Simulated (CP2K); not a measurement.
**C2H2F4 (norflurane): PBE/cc-pVDZ**

What is the vertical singlet–triplet gap of C2H2F4 (norflurane) at PBE/cc-pVDZ? 

The results are computed with CP2K 2026.2.

2 further runs of the same task are left out: 1 that didn't finish, 1 set aside as unsound or not needed.

**1. Starting point**

C2H2F4 has 8 atoms, charge 0, and is taken as a singlet. SMILES: `FCC(F)(F)F`. Geometry: relaxed at PBE0-D4/def2-TZVP.

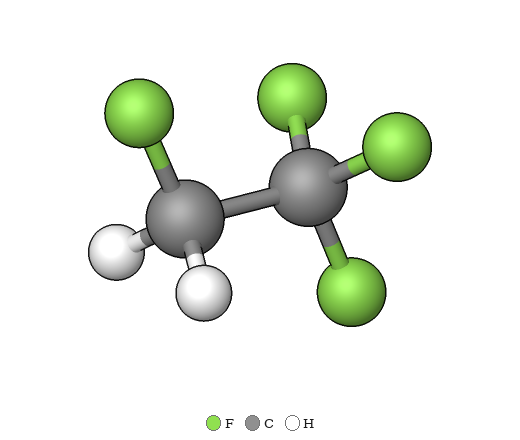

Viewed from a chosen angle; fluorine green, carbon grey, hydrogen white.

**2. A single-point energy at PBE/cc-pVDZ**

File job.inp:

```
&FORCE_EVAL
    METHOD QS
    &DFT
        BASIS_SET_FILE_NAME ./cc_pvdz.basis
        POTENTIAL_FILE_NAME POTENTIAL
        # Quickstep
        &QS
            METHOD GAPW
            EPS_DEFAULT 1.0E-10
        &END QS
        # plane-wave cutoff in Ry
        &MGRID
            CUTOFF 280
            REL_CUTOFF 50
            NGRIDS 4
        &END MGRID
        &POISSON
            PERIODIC NONE
            POISSON_SOLVER MULTIPOLE
        &END POISSON
        # self-consistent field
        &SCF
            SCF_GUESS ATOMIC
            EPS_SCF 1.0E-06
            MAX_SCF 50
            &OT
                MINIMIZER DIIS
                PRECONDITIONER FULL_ALL
            &END OT
            &OUTER_SCF
                EPS_SCF 1.0E-06
                MAX_SCF 8
            &END OUTER_SCF
        &END SCF
        # exchange and correlation
        &XC
            &XC_FUNCTIONAL
                &GGA_X_PBE
                &END GGA_X_PBE
                &GGA_C_PBE
                &END GGA_C_PBE
            &END XC_FUNCTIONAL
        &END XC
        # extra output
        &PRINT
            &MOMENTS
                PERIODIC F
                REFERENCE COM
                MAX_MOMENT 1
            &END MOMENTS
            &MO_CUBES
                NLUMO 3
                NHOMO -1
                WRITE_CUBE F
            &END MO_CUBES
            &LOWDIN ON
            &END LOWDIN
            &HIRSHFELD OFF
            &END HIRSHFELD
            &MO_MOLDEN ON
                NDIGITS 8
                NLUMO 3
            &END MO_MOLDEN
        &END PRINT
    &END DFT
    # atoms, cell and kinds
    &SUBSYS
        &CELL
            ABC 9.6 9.9 9
            PERIODIC NONE
        &END CELL
        &COORD
            SCALED T
            F    0.46503646   0.35261111   0.60053333
            C    0.46643229   0.43025758   0.47532222
            C    0.51043229   0.57289394   0.51390000
            F    0.63784896   0.57663131   0.57244444
            F    0.51104688   0.64738889   0.38972222
            F    0.42336979   0.63039899   0.61027778
            H    0.54072396   0.38876263   0.39550000
            H    0.36215104   0.43356061   0.42685556
        &END COORD
        &KIND F
            BASIS_SET cc-pVDZ
            POTENTIAL ALL
            LEBEDEV_GRID 194
            RADIAL_GRID 100
        &END KIND
        &KIND C
            BASIS_SET cc-pVDZ
            POTENTIAL ALL
            LEBEDEV_GRID 194
            RADIAL_GRID 100
        &END KIND
        &KIND H
            BASIS_SET cc-pVDZ
            POTENTIAL ALL
            LEBEDEV_GRID 194
            RADIAL_GRID 100
        &END KIND
    &END SUBSYS
&END FORCE_EVAL
&GLOBAL
    PROJECT job
    RUN_TYPE ENERGY
    PRINT_LEVEL MEDIUM
&END GLOBAL
```

Command:

```
OMP_NUM_THREADS=1 cp2k.psmp -i job.inp -o job.out
```

Log:

```text
CP2K| version string:                                       CP2K version 2026.2
[...]
 GLOBAL| Method name                                                        CP2K
[...]
 GLOBAL| Run type                                                         ENERGY
[...]
 DFT| Spin restricted Kohn-Sham (RKS) calculation                            RKS
 DFT| Multiplicity                                                             1
[...]
 DFT| Charge                                                                   0
[...]
 FUNCTIONAL| GGA_X_PBE:
[...]
 FUNCTIONAL| GGA_C_PBE:
[...]
 QS| Method:                                                                GAPW
[...]
 QS| Density cutoff [a.u.]:                                                140.0
[...]
 QS| Relative density cutoff [a.u.]:                                        25.0
[...]
                             - Atoms:                                          8
[...]
                             - Spherical basis functions:                     94
[...]
 Number of electrons:                                                         50
[...]
     1 OT DIIS     0.15E+00    1.5     0.33085413      -454.3825372547 -4.54E+02
[...]
     6 OT DIIS     0.15E+00    1.6     0.00000047      -476.3326529153 -4.77E-10
  *** SCF run converged in     6 steps ***
[...]
  Overlap energy of the core charge distribution:               0.00000179480359
  Self energy of the core charge distribution:               -479.29999989503398
  Core Hamiltonian energy:                                    -32.22919060995350
  Hartree energy:                                             103.59936397574523
  Exchange-correlation energy:                                -18.38566669526639
[...]
 WARNING : did not converge in ot_eigensolver
 number of iterations          299  exceeded maximum
 current gradient / target gradient   1.7103749215513091E-005  /    1.0000000000000001E-005
[...]
                     Mulliken Population Analysis
 #  Atom  Element  Kind  Atomic population                           Net charge
       1     F        1          9.187033                             -0.187033
       2     C        2          5.824268                              0.175732
       3     C        2          5.692143                              0.307857
       4     F        1          9.121000                             -0.121000
       5     F        1          9.131849                             -0.131849
       6     F        1          9.120992                             -0.120992
       7     H        3          0.961401                              0.038599
       8     H        3          0.961314                              0.038686
 # Total charge                             50.000000                  0.000000
[...]
  Dipole moment [Debye]
    X= -0.4136454E+00 Y= -0.6910370E+00 Z= -0.1425406E+01  Total=      1.6371979
[...]
 HOMO - LUMO gap [eV] :    9.000997
 ENERGY| Total FORCE_EVAL ( QS ) energy [hartree]           -476.332652915293068
[...]
```

Run time: 93 s. Hardware: 1 thread of Arm Neoverse N1, shared host; peak memory 0.5 GiB.

**3. The triplet**

File mol.inp:

```
&GLOBAL
  PROJECT_NAME mol
  RUN_TYPE ENERGY
  PRINT_LEVEL MEDIUM
&END GLOBAL

&FORCE_EVAL
  METHOD QS
  &DFT
    BASIS_SET_FILE_NAME ./cc_pvdz.basis
    POTENTIAL_FILE_NAME POTENTIAL
    MULTIPLICITY 3
    UNRESTRICTED_KOHN_SHAM T
    &QS
      METHOD GAPW
      EPS_DEFAULT 1.0E-10
    &END QS
    &MGRID
      CUTOFF 280
      REL_CUTOFF 50
      NGRIDS 4
    &END MGRID
    &POISSON
      PERIODIC NONE
      POISSON_SOLVER MULTIPOLE
    &END POISSON
    &SCF
      SCF_GUESS ATOMIC
      EPS_SCF 1.0E-06
      MAX_SCF 40
      &OT
        MINIMIZER DIIS
        PRECONDITIONER FULL_ALL
      &END OT
      &OUTER_SCF
        EPS_SCF 1.0E-06
        MAX_SCF 10
      &END OUTER_SCF
    &END SCF
    &XC
      &XC_FUNCTIONAL
        &GGA_X_PBE
        &END GGA_X_PBE
        &GGA_C_PBE
        &END GGA_C_PBE
      &END XC_FUNCTIONAL
    &END XC
    &PRINT
      &MOMENTS
        PERIODIC F
        REFERENCE COM
        MAX_MOMENT 1
      &END MOMENTS
      &MO_CUBES
        NLUMO 1
        NHOMO -1
        WRITE_CUBE F
      &END MO_CUBES
      &LOWDIN ON
      &END LOWDIN
      &HIRSHFELD OFF
      &END HIRSHFELD
      &MO_MOLDEN ON
        NDIGITS 8
        NLUMO 1
      &END MO_MOLDEN
    &END PRINT
  &END DFT
  &SUBSYS
    &CELL
      ABC 9.6 9.9 9
      PERIODIC NONE
    &END CELL
    &COORD
      F      4.464350     3.490850     5.404800
      C      4.477750     4.259550     4.277900
      C      4.900150     5.671650     4.625100
      F      6.123350     5.708650     5.152000
      F      4.906050     6.409150     3.507500
      F      4.064350     6.240950     5.492500
      H      5.190950     3.848750     3.559500
      H      3.476650     4.292250     3.841700
    &END COORD
    &KIND F
      BASIS_SET cc-pVDZ
      POTENTIAL ALL
      LEBEDEV_GRID 194
      RADIAL_GRID 100
    &END KIND
    &KIND C
      BASIS_SET cc-pVDZ
      POTENTIAL ALL
      LEBEDEV_GRID 194
      RADIAL_GRID 100
    &END KIND
    &KIND H
      BASIS_SET cc-pVDZ
      POTENTIAL ALL
      LEBEDEV_GRID 194
      RADIAL_GRID 100
    &END KIND
  &END SUBSYS
&END FORCE_EVAL
```

Command:

```
OMP_NUM_THREADS=1 cp2k.psmp -i mol.inp -o mol.out
```

Log, cut to the lines that bear on the results:

```text
CP2K| version string:                                       CP2K version 2026.2
[...]
 GLOBAL| Method name                                                        CP2K
[...]
 GLOBAL| Run type                                                         ENERGY
[...]
 DFT| Spin unrestricted (spin-polarized) Kohn-Sham calculation               UKS
 DFT| Multiplicity                                                             3
[...]
 DFT| Charge                                                                   0
[...]
 FUNCTIONAL| GGA_X_PBE:
[...]
 FUNCTIONAL| GGA_C_PBE:
[...]
 QS| Method:                                                                GAPW
[...]
 QS| Density cutoff [a.u.]:                                                140.0
[...]
 QS| Relative density cutoff [a.u.]:                                        25.0
[...]
                             - Atoms:                                          8
[...]
                             - Spherical basis functions:                     94
[...]
 Number of electrons:                                                         26
[...]
     1 OT DIIS     0.15E+00    3.0     0.21638854      -454.1296581134 -4.54E+02
[...]
    19 OT DIIS     0.15E+00    3.1     0.00000053      -476.0110544058 -2.68E-09
  *** SCF run converged in    19 steps ***
[...]
  Overlap energy of the core charge distribution:               0.00000179480325
  Self energy of the core charge distribution:               -479.29999989503398
  Core Hamiltonian energy:                                    -32.08299097236323
  Hartree energy:                                             103.79366857478938
  Exchange-correlation energy:                                -18.34225458310366
[...]
                     Mulliken Population Analysis
 #  Atom  Element  Kind  Atomic population (alpha,beta) Net charge  Spin moment
       1     F        1         4.699799     4.286049     0.014152     0.413750
       2     C        2         3.347338     2.684204    -0.031541     0.663134
       3     C        2         3.068418     2.691945     0.239637     0.376474
       4     F        1         4.589350     4.487812    -0.077162     0.101537
       5     F        1         4.610242     4.474408    -0.084650     0.135834
[...]
  Dipole moment [Debye]
    X= -0.1218002E+00 Y=  0.6175912E-01 Z= -0.8379245E+00  Total=      0.8489800
[...]
 HOMO - LUMO gap [eV] :    0.345697
 ENERGY| Total FORCE_EVAL ( QS ) energy [hartree]           -476.011054405828872
[...]
```

Wall time 3.2 min (1 thread of Arm Neoverse N1, shared host); peak memory 0.6 GiB.

**4. Summary of results**

Level: PBE/cc-pVDZ.

| quantity | value |
| --- | --- |
| singlet: total energy | -476.33265 Eh |
| singlet: dipole moment | 1.64 D |
| singlet: HOMO energy | -8.09 eV |
| singlet: LUMO energy | 0.91 eV |
| singlet: HOMO–LUMO gap | 9.00 eV |
| triplet: total energy | -476.01105 Eh |
| triplet: dipole moment | 0.85 D |
| triplet: HOMO energy (highest over α and β) | 0.31 eV |
| triplet: ⟨S²⟩ | 2.001 |
| vertical energy of the triplet above the singlet | 8.751 eV |

**Reading.** At this shape the triplet lies 8.75 eV (844 kJ/mol) above the singlet.
